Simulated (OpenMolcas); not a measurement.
Single-point calculation of CClO (charge +2)

System: CClO, charge +2, multiplicity 2.
Method: HF/STO-3G, UHF (OpenMolcas 26.06).

The geometry is that of the parent species in another charge or spin state. The geometry comes from this level: GFN2-xTB.

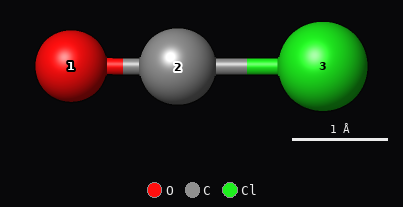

*The structure as given in the input (ball-and-stick view, seen at a tilt; atoms are numbered from 1 in the order of the input).*

Results in brief

```json
{"quantity": "outcome", "value": "converged"}
{"quantity": "total energy", "value": "−564.692759 hartree"}
{"quantity": "basis functions", "value": "19"}
{"quantity": "⟨S²⟩", "value": "1.022"}
{"quantity": "hardware", "value": "1 thread of Arm Neoverse V1, 24 GiB of memory available, shared host"}
{"quantity": "wall time", "value": "2 s"}
{"quantity": "peak memory", "value": "0.37 GiB"}
```

Remarks

The record of the run, not the program, notes: spin contamination. ⟨S²⟩ is 1.02 against 0.75 for a pure state: the solution is spin-contaminated.

The input
```
&GATEWAY
  BASLIB=$CurrDir
  COORD=geom.xyz
  BASIS=STO-3G
  GROUP=NoSym

&SEWARD

&SCF
  UHF
  CHARGE=2
  SPIN=2
  THRESHOLDS=1e-10 1e-07 1e-07 1e-05
  PRORBITALS=1 1
```

File geom.xyz
```
3

O     -0.677350     1.027910    -0.255880
C     -0.074560     0.109500    -0.028570
Cl     0.751910    -1.137410     0.284450
```

Launched with:
```bash
export MOLCAS_MEM=1860
pymolcas test.input > test.log
```

What the program printed
```
--- Start Module: gateway ---

                                              &GATEWAY

                       available to each process: 1.9 GB of memory, 1 thread

 Basis Set     1 Label: O.STO-3G
 Basis set is read from library:.
 basistype.tbl is not found

 Basis Set     2 Label: C.STO-3G
 Basis set is read from library:.
 basistype.tbl is not found

 Basis Set     3 Label: CL.STO-3G
 Basis set is read from library:.
 basistype.tbl is not found

++    Symmetry information:
      ---------------------

                    Character Table for C1

                             E
                    a        1  x, y, xy, Rz, z, xz, Ry, yz, Rx, I
--

++    Basis set information:
      ----------------------

      Basis set label: O.STO-3G.........

      Electronic valence basis set:
      ------------------
      Associated Effective Charge   8.000000 au
      Associated Actual Charge      8.000000 au
      Nuclear Model: Point charge

      Shell  nPrim  nBasis  Cartesian Spherical Contaminant
         s       6       2        X
         p       3       1        X

      Basis set label: C.STO-3G.........

      Electronic valence basis set:
      ------------------
      Associated Effective Charge   6.000000 au
      Associated Actual Charge      6.000000 au
      Nuclear Model: Point charge

      Shell  nPrim  nBasis  Cartesian Spherical Contaminant
         s       6       2        X
         p       3       1        X

      Basis set label: CL.STO-3G.........

      Electronic valence basis set:
      ------------------
      Associated Effective Charge  17.000000 au
      Associated Actual Charge     17.000000 au
      Nuclear Model: Point charge

      Shell  nPrim  nBasis  Cartesian Spherical Contaminant
         s       9       3        X
         p       6       2        X
--

++    Molecular structure info:
      -------------------------

                    ************************************************
                    **** Cartesian Coordinates / bohr, angstrom ****
                    ************************************************

     Center  Label                x              y              z                     x              y              z
        1      O1              -1.280006       1.942468      -0.483543             -0.677350       1.027910      -0.255880
        2      C2              -0.140898       0.206925      -0.053989             -0.074560       0.109500      -0.028570
        3      CL3              1.420904      -2.149393       0.537533              0.751910      -1.137410       0.284450

                    ***************************************
                    *    InterNuclear Distances / bohr    *
                    ***************************************

               1 O1            2 C2            3 CL3
    1 O1       0.000000
    2 C2       2.119951        0.000000
    3 CL3      5.008078        2.888141        0.000000

                    *******************************************
                    *    InterNuclear Distances / angstrom    *
                    *******************************************

               1 O1            2 C2            3 CL3
    1 O1       0.000000
    2 C2       1.121830        0.000000
    3 CL3      2.650161        1.528339        0.000000

                    **************************************
                    *    Valence Bond Angles / degree    *
                    **************************************
                          Atom centers                 Phi
                      1 O1       2 C2       3 CL3      179.72
--

            Nuclear Potential Energy             85.11498736 au

--- Stop Module: gateway /rc=_RC_ALL_IS_WELL_ ---

--- Start Module: seward ---

                                              &SEWARD

                       available to each process: 1.9 GB of memory, 1 thread

               SEWARD will generate:
                  Multipole Moment integrals up to order  2
                  Kinetic Energy integrals
                  Nuclear Attraction integrals (point charge)
                  One-Electron Hamiltonian integrals
                  Velocity integrals
                  Orbital angular momentum around (  0.4371  -0.6608   0.1654 )
                  Velocity quadrupole around (  0.4371  -0.6608   0.1654 )
                  Two-Electron Repulsion integrals

                   Integrals are discarded if absolute value <: 1.00E-14
                   Integral cutoff threshold is set to       <: 1.00E-16

            Nuclear Potential Energy             85.11498736 au

      Basis set specifications :
      Symmetry species         a
      Basis functions           19

--- Stop Module: seward /rc=_RC_ALL_IS_WELL_ ---

--- Start Module: scf ---

                                                &SCF

                       available to each process: 1.9 GB of memory, 1 thread

++    Input section:
      --------------

      Header of the integral files:

      Cartesian coordinates in angstrom:
      -----------------------------------------------------
      No.  Label        X            Y            Z
      -----------------------------------------------------
       1   O1        -0.67735000   1.02791000  -0.25588000
       2   C2        -0.07456000   0.10950000  -0.02857000
       3   CL3        0.75191000  -1.13741000   0.28445000
      -----------------------------------------------------
      Nuclear repulsion energy =   85.11498736
--

++    Orbital specifications:
      -----------------------

      Symmetry species               1
                                     a
      Frozen orbitals                0
      Start temperature = 0.500
      End temperature   = 0.010
      Temperature Factor= 0.460
      Deleted orbitals               0
      Total number of orbitals      19
      Number of basis functions     19
--

      Molecular charge                           2.000

++    Optimization specifications:
      ----------------------------

      SCF Algorithm: Conventional USCF
      D(i)-D(i-1) density differences are used
      Number of density matrices in core                 5
      Maximum number of NDDO SCF iterations            400
      Maximum number of HF SCF iterations              400
      Threshold for SCF energy change             1.00E-10
      Threshold for density matrix                1.00E-07
      Threshold for Fock matrix                   1.00E-07
      Threshold for linear dependence             1.00E-09
      Threshold at which DIIS is turned on        1.50E-01
      Maximum depth in the DIIS procedure                5
      Maximum depth in the BFGS Hessian update          30
      Threshold at which QNR/C2DIIS is turned on  7.50E-02
      Threshold for Norm(delta) (QNR/C2DIIS)      1.00E-05
      All orbitals punched on: UHFORB
--

      Input vectors read from INPORB
      Orbital file label: *Guess orbitals

++ Convergence information
                               UHF SCF        iterations: Energy and convergence statistics

Iter     Tot. SCF        One-elec.       Two-elec.     Energy      Max Dij or  Max Fij      DNorm      TNorm      AccCon     Time
         Energy          Energy          Energy        Change      Delta Norm                                                in Sec.
   1  -560.713266798  -922.791134918   276.962880761   0.00E+00    1.19E-01*   5.58E-01*    9.73E+00   8.75E+01   None         0.
   2  -563.161067916  -925.028676149   276.752620874  -2.45E+00*   4.55E-01*   3.33E-01*    5.85E+00   8.79E+01   EDIIS        0.
   3  -563.715557448  -922.309096014   273.478551208  -5.54E-01*   4.70E-01*   3.02E-01*    2.94E+00   8.68E+01   EDIIS        0.
   4  -563.900221000  -925.143847168   276.128638810  -1.85E-01*   2.07E-01*   1.90E-01*    2.69E+00   8.79E+01   EDIIS        0.
   5  -564.552910578  -923.456733287   273.788835351  -6.53E-01*   3.54E-01*   1.46E-01*    1.63E+00   8.71E+01   EDIIS        0.
   6  -564.615147561  -923.793907997   274.063773077  -6.22E-02*   2.25E-01*   1.08E-01*    1.16E+00   8.74E+01   EDIIS        0.
   7  -564.662748197  -923.588042698   273.810307142  -4.76E-02*   1.77E-01*   7.93E-02*    6.77E-01   8.72E+01   EDIIS        0.
   8  -564.677989983  -923.651847853   273.858870511  -1.52E-02*   9.46E-02*   3.65E-02*    3.65E-01   8.73E+01   EDIIS        0.
   9  -564.683191781  -923.619803679   273.821624539  -5.20E-03*   9.43E-02*   4.07E-02*    2.65E-01   8.72E+01   EDIIS        0.

       Fermi aufbau procedure completed!
      nOcc(alpha)=   15
      nOcc(beta) =   14

  10  -564.686064749  -923.638589715   273.837537607  -2.87E-03*   3.98E-02*   1.42E-02*    1.82E-01   8.73E+01   c2DIIS       0.
  11  -564.688123370  -923.632037819   273.828927091  -2.06E-03*   5.40E-02*   1.55E-02*    7.83E-02   8.73E+01   QNRc2DIIS    0.
  12  -564.689257197  -923.634096392   273.829851836  -1.13E-03*   4.24E-01*   1.12E-02*    6.88E-02   8.73E+01   QNRc2DIIS    0.
  13  -564.690872921  -923.646557508   273.840697228  -1.62E-03*   1.88E-01*   1.44E-02*    5.62E-01   8.73E+01   QNRc2DIIS    0.
  14  -564.692272169  -923.643715806   273.836456278  -1.40E-03*   7.92E-03*   4.65E-03*    2.55E-01   8.73E+01   QNRc2DIIS    0.
  15  -564.692325027  -923.644279771   273.836967385  -5.29E-05*   1.78E-02*   4.36E-03*    1.12E-02   8.73E+01   QNRc2DIIS    0.
  16  -564.692426762  -923.644782784   273.837368663  -1.02E-04*   5.47E-02*   4.28E-03*    2.67E-02   8.73E+01   QNRc2DIIS    0.
  17  -564.692641827  -923.647829165   273.840199979  -2.15E-04*   5.42E-02*   3.44E-03*    8.02E-02   8.73E+01   QNRc2DIIS    0.
  18  -564.692742965  -923.649751848   273.842021524  -1.01E-04*   1.53E-02*   1.17E-03*    7.85E-02   8.73E+01   QNRc2DIIS    0.
  19  -564.692758077  -923.648833841   273.841088405  -1.51E-05*   4.89E-03*   2.05E-04*    2.23E-02   8.73E+01   QNRc2DIIS    0.
  20  -564.692758831  -923.648529415   273.840783225  -7.54E-07*   7.30E-04*   1.35E-04*    7.21E-03   8.73E+01   QNRc2DIIS    0.
  21  -564.692758919  -923.648577544   273.840831265  -8.84E-08*   4.54E-04*   5.24E-05*    1.21E-03   8.73E+01   QNRc2DIIS    0.
  22  -564.692758938  -923.648522518   273.840776221  -1.82E-08*   1.77E-04*   1.82E-05*    6.61E-04   8.73E+01   QNRc2DIIS    0.
  23  -564.692758941  -923.648533455   273.840787155  -3.51E-09*   8.12E-05*   6.48E-06*    2.84E-04   8.73E+01   QNRc2DIIS    0.
  24  -564.692758942  -923.648523091   273.840776790  -6.08E-10*   1.32E-05*   2.13E-06*    1.44E-04   8.73E+01   QNRc2DIIS    0.
  25  -564.692758942  -923.648521160   273.840774860  -4.12E-11    8.41E-06    8.99E-07*    2.60E-05   8.73E+01   QNRc2DIIS    0.
  26  -564.692758942  -923.648519498   273.840773198  -7.05E-12    9.03E-07    2.28E-07*    1.61E-05   8.73E+01   QNRc2DIIS    0.
  27  -564.692758942  -923.648519663   273.840773363  -5.68E-13    1.51E-07    5.52E-08     2.52E-06   8.73E+01   QNRc2DIIS    0.

       Convergence after  27 Iterations
--

 *****************************************************************************************************************************
 *                                             SCF/KS-DFT Program, Final results                                             *
 *                                                       Final Results                                                       *
 *****************************************************************************************************************************

::    Total SCF energy                               -564.6927589418
      One-electron energy                            -923.6485196632
      Two-electron energy                             273.8407733626
      Nuclear repulsion energy                         85.1149873587
      Kinetic energy (interpolated)                   551.9975038542
      Virial theorem                                    1.0229987545
      Total spin, S(S+1)                                1.0217394537
      Total spin, S                                     0.6277142607
      Max non-diagonal density matrix element           0.0000000663
      Max non-diagonal Fock matrix element              0.0000000167

      All orbitals with orbital energies smaller than  E(LUMO)+0.5 are printed

++    Molecular orbitals:
      -------------------

      Title: UHF orbitals (alpha)

      Molecular orbitals for symmetry species 1: a

          Orbital            1         2         3         4         5         6         7         8         9        10
          Energy         -104.8461  -21.3957  -12.0564  -11.4691   -8.9223   -8.9119   -8.9006   -2.2796   -1.9680   -1.4489
          Occ. No.          1.0000    1.0000    1.0000    1.0000    1.0000    1.0000    1.0000    1.0000    1.0000    1.0000

          Orbital           11        12        13        14        15        16        17        18
          Energy           -1.4022   -1.3903   -1.3723   -1.2869   -1.2296   -0.4621   -0.4610   -0.3934
          Occ. No.          1.0000    1.0000    1.0000    1.0000    1.0000    0.0000    0.0000    0.0000

--

      All orbitals with orbital energies smaller than  E(LUMO)+0.5 are printed

++    Molecular orbitals:
      -------------------

      Title: UHF orbitals (beta)

      Molecular orbitals for symmetry species 1: a

          Orbital            1         2         3         4         5         6         7         8         9        10
          Energy         -104.8389  -21.3701  -12.0781  -11.4591   -8.9047   -8.8970   -8.8857   -2.1882   -1.9115   -1.4171
          Occ. No.          1.0000    1.0000    1.0000    1.0000    1.0000    1.0000    1.0000    1.0000    1.0000    1.0000

          Orbital           11        12        13        14        15        16        17        18
          Energy           -1.3440   -1.3391   -1.2879   -1.1656   -0.7463   -0.4704   -0.4112   -0.3952
          Occ. No.          1.0000    1.0000    1.0000    1.0000    0.0000    0.0000    0.0000    0.0000

--

++    Molecular charges:
      ------------------

      Mulliken charges per centre and basis function type
      ---------------------------------------------------

                            O1                      C2                      CL3
                     alpha        beta       alpha        beta       alpha        beta
      1s           1.9581      1.9232      1.3927      1.5137      2.9832      2.9662
      2px          0.7778      0.5095      0.2934      0.5289      1.8311      1.6163
      2pz          0.8118      0.2864      0.2390      0.6460      1.9352      1.2873
      2py          0.7453      0.6322      0.3488      0.4711      1.6836      1.6192
      Total        4.2929      3.3513      2.2739      3.1597      8.4332      7.4890
      Total              7.6442                  5.4336                 15.9222

      Charge            0.3558                  0.5664                  1.0778

      Total electronic charge=   29.000000

      Total            charge=    2.000000
--

++    Molecular orbitals:
      -------------------

      Title: Natural orbitals

      Molecular orbitals for symmetry species 1: a

          Orbital            1         2         3         4         5         6         7         8         9        10
          Energy         -104.8425  -21.3789  -12.0645  -11.4640   -8.9040   -8.9083   -8.8988   -1.6777   -1.4850   -1.2444
          Occ. No.          2.0000    2.0000    2.0000    2.0000    2.0000    2.0000    2.0000    2.0000    2.0000    2.0000

          Orbital           11        12        13        14        15        16        17        18        19
          Energy           -2.0299   -1.7819   -1.2990   -1.2951   -1.0136   -0.4816   -0.4780   -0.3930    0.3196
          Occ. No.          1.9992    1.9960    1.9708    1.8918    1.0000    0.1082    0.0292    0.0040    0.0008

--

++    Molecular properties:
      ---------------------

      Charge (e):
                      =    2.0000
      Dipole Moment (debye):
      Origin of the operator (angstrom)=    0.2313   -0.3497    0.0875
                   X= -5.2909E-02               Y=  6.9093E-02               Z= -2.1227E-02           Total=  8.9575E-02
      Center of Charge (angstrom)
                     X=    0.05232144               Y=   -0.08023330               Z=    0.01967308
      Quadrupole Moment (debye*angstrom):
      Origin of the operator (angstrom)=    0.2313   -0.3497    0.0875
                  XX= -1.5485E+01              XY= -4.1382E+00              XZ=  4.2330E-01              YY= -1.2236E+01
                  YZ= -1.7200E+00              ZZ= -1.7059E+01
      In traceless form (debye*angstrom)
                  XX= -8.3718E-01              XY= -6.2074E+00              XZ=  6.3494E-01              YY=  4.0357E+00
                  YZ= -2.5801E+00              ZZ= -3.1986E+00
--

--- Stop Module: scf /rc=_RC_ALL_IS_WELL_ ---

.##################.
.# Happy landing! #.
.##################.

    Timing: Wall=1.79 User=1.37 System=0.41
```

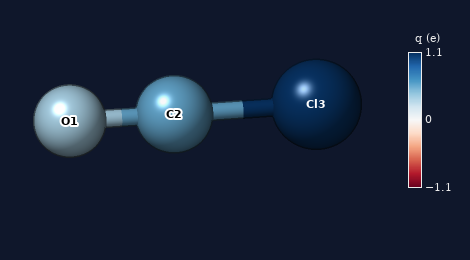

*Mulliken charges, as the colour of each atom (ball-and-stick view, seen at a tilt; atoms are numbered from 1 in the order of the input).*

By element: O +0.36, C +0.57 and Cl +1.08 e.
